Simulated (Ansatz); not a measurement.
# C$_{3}$H$_{4}$F$_{2}$O (SMILES O=C(F)CCF): what the fields show

Input

```
crystal:
  periodic: [false, false, false]
  atoms:
    - {symbol: C, position_ang: [0.776290, -2.654012, -1.534535]}
    - {symbol: C, position_ang: [1.612841, -2.006126, -0.480849]}
    - {symbol: C, position_ang: [0.783770, -1.484345, 0.672085]}
    - {symbol: F, position_ang: [1.530501, -3.109105, -2.541572]}
    - {symbol: F, position_ang: [1.612527, -0.905649, 1.595156]}
    - {symbol: O, position_ang: [-0.400401, -2.784930, -1.547263]}
    - {symbol: H, position_ang: [2.358504, -2.738255, -0.129173]}
    - {symbol: H, position_ang: [2.192216, -1.192545, -0.947944]}
    - {symbol: H, position_ang: [0.223582, -2.304225, 1.150413]}
    - {symbol: H, position_ang: [0.054550, -0.736873, 0.319500]}
basis:
  gaussian: {orbitals: def2-SVPD}
output: {forces: true, orbitals: {seedname: orbitals}}
hamiltonian: {xc: pbe0}
```

Command:

```sh
ansatz run input.yaml --threads 2 --pin off --max-ram 4350MiB --events-out events.jsonl --progress --plain --runs-dir runs
```

Geometry: PBE0-D3(BJ)/def2-SVP.

Level of theory: isolated molecule in a Gaussian basis; Kohn-Sham density functional theory, functional PBE0 in Ansatz 0.2.0.

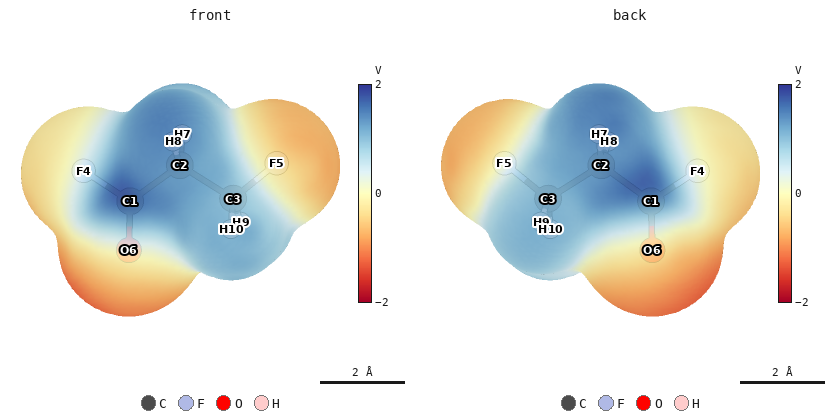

Figure 1. The molecular electrostatic potential painted on the density surface at 0.002 e/bohr³, seen from the front and from behind; red is negative and blue positive.

Which sites attract a positive test charge, and which a negative one?

A positive charge is drawn to the negative regions and a negative charge to the positive ones. The most negative region (about −1.2 V, or −28 kcal/mol for a unit charge) lies over O6, the most positive (about +1.7 V, or +39 kcal/mol for a unit charge) over the π face of C1. O6 is the likeliest acceptor of a hydrogen bond.

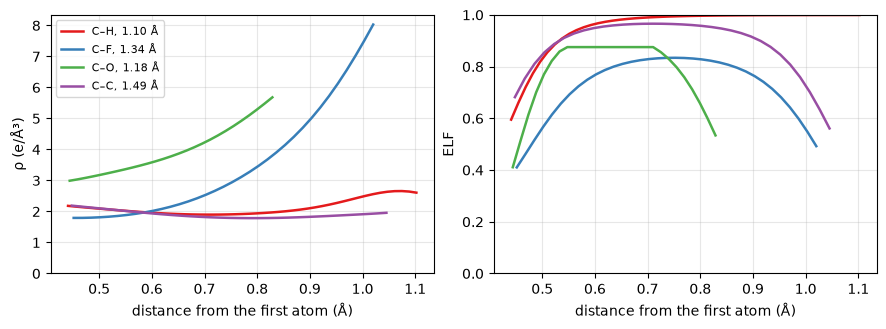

Figure 2. Total electron density and electron localisation function along straight lines between neighbouring atoms. The curves leave out the atomic cores.

What kind of bonding do the profiles show?

C–H (1.10 Å): ρ at the midpoint is about 2 e/Å³; the ELF climbs to about 1 towards the hydrogen, as it does in any bond to H; an ordinary covalent bond to hydrogen.
C–F (1.34 Å): ρ at the midpoint is about 2.3 e/Å³; the ELF peaks at about 0.85 between the atoms: a polar covalent bond.
C–O (1.18 Å): ρ is about 3.5 e/Å³ halfway; the ELF peaks at about 0.90 between the atoms (a short, multiple covalent bond).
C–C (1.49 Å): the density is about 1.8 e/Å³ at the midpoint; the ELF peaks at about 0.95 between the atoms (a shared electron pair).

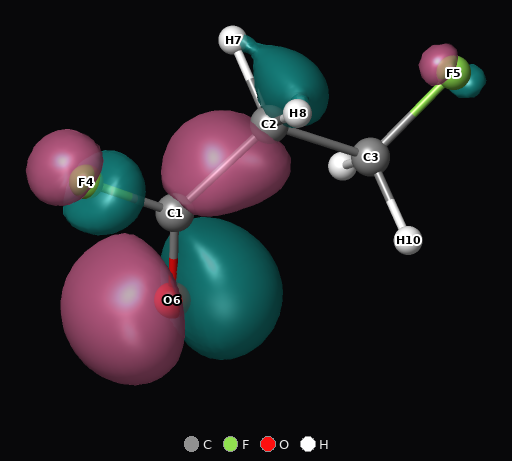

Figure 3. The HOMO at ±0.15 Å⁻³ᐟ² (teal and pink are the two phases), seen at a tilt.

What is the character of this orbital?

By Hirshfeld shares it lies mainly on O6 (about 65 %), C1 (about 10 %), F4 (about 10 %) and C2 (about 10 %); largely a lone pair of O6. Its energy is −9.42 eV.
